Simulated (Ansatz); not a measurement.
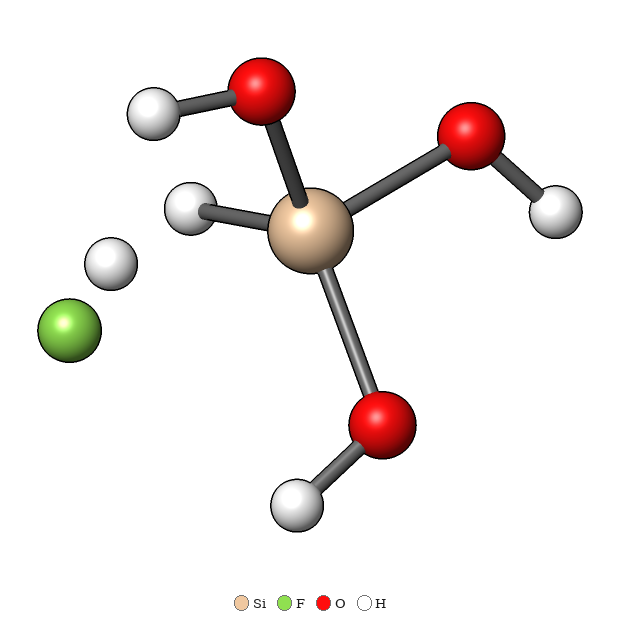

Sticks follow a distance rule. Harmonic vibrations computed with RKS PBE0-D4/def2-TZVP (Ansatz 0.2.0) at a stationary point of the same level.

> Minimum or transition state?

A first-order saddle point: one imaginary frequency, 872i cm⁻¹.

> How many vibrational modes are there, and where do they lie?

24 modes: 872i, 186, 233, 271, 348, 354, 397, 456, 474, 512, 566, 824, 854, 889, 910, 1035, 1055, 1156, 1163, 1802, 2278, 3904, 3910, 3926 cm⁻¹.
